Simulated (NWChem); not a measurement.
# C2H4BrCl (1-bromo-1-chloroethane) at 4 levels

Wanted: a comparison of 4 runs (BLYP/cc-pVDZ, PBE/cc-pVDZ, SVWN5/cc-pVDZ, CCSD(T)/cc-pVDZ) of C2H4BrCl (1-bromo-1-chloroethane). 

The results are computed with NWChem 7.3.0.

**1. The system as given**

C2H4BrCl has 8 atoms, charge 0, and is taken as a singlet. As SMILES, `CC(Cl)Br`. The shape is that of a PBE0-D4/def2-TZVP optimisation.

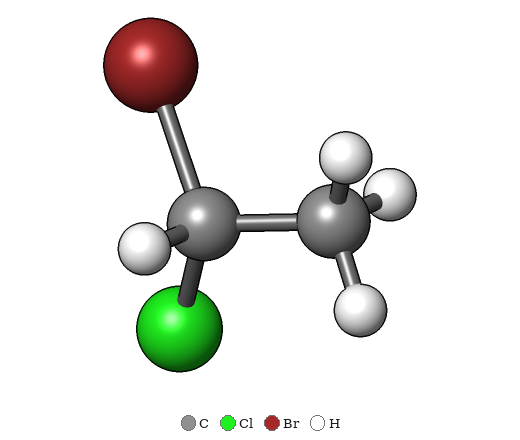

The structure, seen from a chosen angle (carbon grey, chlorine green, bromine red, hydrogen white).

**2. Energy and forces at BLYP/cc-pVDZ (run 1)**

Input file mol.nw:

```
start mol
memory total 2200 mb

geometry units angstrom noautosym nocenter noautoz
  C        0.165300       0.812500       0.022800
  C       -0.091600      -0.665200       0.116100
  Cl       1.308100      -1.595600      -0.439400
  Br      -1.682700      -1.150500      -0.897800
  H        0.352400       1.105700      -1.010200
  H       -0.699500       1.363100       0.396600
  H        1.039500       1.067300       0.626000
  H       -0.299600      -0.994300       1.130100
end

basis spherical bse
  * library cc-pVDZ
end

dft
  xc becke88 lyp
  grid fine
  convergence energy 1e-08
  maxiter 100
  mulliken
  print medium
end

task dft gradient
```

Command:

```bash
$ nwchem mol.nw > mol.out
```

Log:

```text
[...]
          Wavefunction type:  closed shell.
          No. of atoms     :     8
          No. of electrons :    68
[...]
          Charge           :     0
          Spin multiplicity:     1
[...]
          AO basis - number of functions:    93
[...]
              XC Information
              --------------
                    Becke 1988 Exchange Functional  1.000
              Lee-Yang-Parr Correlation Functional  1.000
[...]
 d= 0,ls=0.0,diis     1  -3112.8213992332 -3.43D+03  1.55D-02  9.14D-01    12.4
[...]
 d= 0,ls=0.0,diis    10  -3112.9199597970 -7.85D-09  2.90D-07  7.61D-10    83.7
         Total DFT energy =    -3112.919959796964
      One electron energy =    -4956.429877580242
           Coulomb energy =     1657.024299983312
    Exchange-Corr. energy =     -131.869354759416
 Nuclear repulsion energy =      318.354972559381
[...]
      Total Density - Mulliken Population Analysis
     ---------------------------------------------
    Atom       Charge   Shell Charges
 -----------   ------   -------------------------------------------------------
    1 C    6     5.89   2.02  0.67  0.30  2.15  0.71  0.04
    2 C    6     6.17   2.02  0.70  0.55  2.01  0.80  0.10
    3 Cl  17    17.06   2.00  2.03  0.98  0.92  6.01  3.08  2.01  0.04
    4 Br  35    35.05   2.00  2.00  2.03  1.11  0.82  6.00  6.01  2.68  2.37  9.94  0.10
    5 H    1     0.97   0.74  0.19  0.03
    6 H    1     0.97   0.75  0.20  0.03
    7 H    1     0.98   0.75  0.20  0.03
    8 H    1     0.92   0.75  0.14  0.03
[...]
  wavefunction    = closed shell
                         DFT ENERGY GRADIENTS
    atom               coordinates                        gradient
                 x          y          z           x          y          z
   1 C       0.312372   1.535402   0.043086   -0.000119  -0.002323  -0.000761
   2 C      -0.173099  -1.257046   0.219397    0.002158  -0.005776  -0.005258
   3 Cl      2.471951  -3.015247  -0.830346   -0.019946   0.012900   0.006249
   4 Br     -3.179842  -2.174130  -1.696596    0.018176   0.005171   0.009891
   5 H       0.665939   2.089470  -1.909001   -0.001990  -0.003662   0.010219
   6 H      -1.321863   2.575885   0.749465    0.008184  -0.006138  -0.003771
   7 H       1.964370   2.016905   1.182968   -0.008658  -0.003338  -0.006036
   8 H      -0.566162  -1.878955   2.135579    0.002194   0.003165  -0.010533
[...]
```

It took 2.1 min on 1 thread of Intel Xeon Platinum 8488C (Sapphire Rapids), shared host; peak memory 0.12 GiB.

**3. Energy and gradient at PBE/cc-pVDZ (run 2)**

Input file input.xyz:

```xyz
8

C      0.165300     0.812500     0.022800
C     -0.091600    -0.665200     0.116100
Cl     1.308100    -1.595600    -0.439400
Br    -1.682700    -1.150500    -0.897800
H      0.352400     1.105700    -1.010200
H     -0.699500     1.363100     0.396600
H      1.039500     1.067300     0.626000
H     -0.299600    -0.994300     1.130100
```

Input file input.nw:

```
start input
memory stack 880 mb heap 220 mb global 1100 mb
charge 0
geometry units angstroms noautosym nocenter noautoz
  load format xyz input.xyz
end
basis spherical bse
  * library cc-pVDZ
end
dft
  xc xpbe96 cpbe96
  grid fine
  convergence energy 1e-08
  iterations 100
  mulliken
  print medium
end
task dft gradient
```

Command:

```bash
$ nwchem input.nw > input.out
```

Log:

```text
[...]
          Wavefunction type:  closed shell.
          No. of atoms     :     8
          No. of electrons :    68
[...]
          Charge           :     0
          Spin multiplicity:     1
[...]
          AO basis - number of functions:    93
[...]
              XC Information
              --------------
          PerdewBurkeErnzerhof Exchange Functional  1.000
            Perdew 1991 LDA Correlation Functional  1.000 local
           PerdewBurkeErnz. Correlation Functional  1.000 non-local
[...]
 d= 0,ls=0.0,diis     1  -3112.1759417864 -3.43D+03  1.55D-02  8.60D-01    12.5
[...]
 d= 0,ls=0.0,diis    10  -3112.2687910972 -3.21D-09  2.15D-07  4.06D-10    83.6
         Total DFT energy =    -3112.268791097154
      One electron energy =    -4956.428057835227
           Coulomb energy =     1657.011705243531
    Exchange-Corr. energy =     -131.207411064838
 Nuclear repulsion energy =      318.354972559381
[...]
      Total Density - Mulliken Population Analysis
     ---------------------------------------------
    Atom       Charge   Shell Charges
 -----------   ------   -------------------------------------------------------
    1 C    6     5.96   2.02  0.66  0.34  2.14  0.76  0.04
    2 C    6     6.24   2.02  0.69  0.59  1.98  0.86  0.10
    3 Cl  17    17.04   2.00  2.03  0.97  0.94  6.00  3.07  2.00  0.04
    4 Br  35    35.04   2.00  2.00  2.03  1.09  0.84  6.00  6.01  2.68  2.36  9.94  0.10
    5 H    1     0.94   0.74  0.18  0.03
    6 H    1     0.95   0.74  0.18  0.03
    7 H    1     0.95   0.74  0.18  0.03
    8 H    1     0.89   0.74  0.12  0.03
[...]
  wavefunction    = closed shell
                         DFT ENERGY GRADIENTS
    atom               coordinates                        gradient
                 x          y          z           x          y          z
   1 C       0.312372   1.535402   0.043086    0.000738   0.002773  -0.000583
   2 C      -0.173099  -1.257046   0.219397    0.000683  -0.005289   0.001941
   3 Cl      2.471951  -3.015247  -0.830346   -0.012078   0.007801   0.003810
   4 Br     -3.179842  -2.174130  -1.696596    0.010356   0.002834   0.005564
   5 H       0.665939   2.089470  -1.909001   -0.001936  -0.003307   0.010449
   6 H      -1.321863   2.575885   0.749465    0.008391  -0.005763  -0.003755
   7 H       1.964370   2.016905   1.182968   -0.008642  -0.002894  -0.006037
   8 H      -0.566162  -1.878955   2.135579    0.002489   0.003845  -0.011390
[...]
```

It took 2.1 min on 1 thread of Intel Xeon Platinum 8488C (Sapphire Rapids), shared host; peak memory 0.12 GiB.

Run 3 isn't shown in full; the table further down has it.

**4. The energy at CCSD(T)/cc-pVDZ (run 4)**

Input file work.nw:

```
START work
TITLE "C2H4BrCl"
memory total 2200 mb
charge 0

GEOMETRY units angstroms noautosym nocenter noautoz
   C      0.165300     0.812500     0.022800
   C     -0.091600    -0.665200     0.116100
   Cl     1.308100    -1.595600    -0.439400
   Br    -1.682700    -1.150500    -0.897800
   H      0.352400     1.105700    -1.010200
   H     -0.699500     1.363100     0.396600
   H      1.039500     1.067300     0.626000
   H     -0.299600    -0.994300     1.130100
END

BASIS spherical bse
   * library cc-pVDZ
END

SCF
   thresh 1e-08
   maxiter 80
   print low
END

CCSD
   freeze core 16
   maxiter 60
END

TASK ccsd(t)
```

Command:

```bash
$ nwchem work.nw > work.out
```

Log:

```text
[...]
  functions       =    93
[...]
  wavefunction    = RHF
[...]
         Total SCF energy =  -3109.955198987609
      One-electron energy =  -4956.559906228075
      Two-electron energy =   1528.249734681085
 Nuclear repulsion energy =    318.354972559381
        Time for solution =    143.1s
[...]
 Total MP2 energy:          -3110.510096383232849
[...]
             energy      energy      error      ampl     ampl      Block
                                                time     time      time
[...]
 Total CCSD energy:          -3110.552401930114229
[...]
 Total CCSD+T(CCSD) energy:          -3110.569575983121013
[...]
 Total CCSD(T) energy:               -3110.569057969807545
[...]
```

Run time: 8.1 min. Hardware: 1 thread of Intel Xeon Platinum 8488C (Sapphire Rapids), shared host; peak memory 0.32 GiB.

**5. Overview of the runs**

```tsv
run	level	task	integration grid	energy (Eh)	dipole moment (D)	HOMO energy (eV)	LUMO energy (eV)	wall time
1	BLYP/cc-pVDZ	gradient	fine	-3112.919960	1.86	-6.45	-1.19	2.1 min
2	PBE/cc-pVDZ	gradient	fine	-3112.268791	1.92	-6.67	-1.35	2.1 min
3	SVWN5/cc-pVDZ	gradient	fine	-3107.177996	1.95	-6.78	-1.52	2 min
4	CCSD(T)/cc-pVDZ	energy	–	-3110.569058	–	–	–	8.1 min
```

**6. Results**

| quantity | value |
| --- | --- |
| run 4: total energy | -3110.56906 Eh |
| run 4: correlation energy (16 core orbitals frozen) | -613.9 mEh |
| run 4: (T) correction | -16.66 mEh |

What this shows: Over runs 1, 2, 3 the dipole moment (its size) runs from 1.86 D (BLYP/cc-pVDZ) to 1.95 D (SVWN5/cc-pVDZ). Over runs 1, 2, 3 the HOMO–LUMO gap runs from 5.26 eV (BLYP/cc-pVDZ) to 5.32 eV (PBE/cc-pVDZ). Totals of different functionals can't be ranked against each other. All runs together took 14 min, the longest 8.1 min.
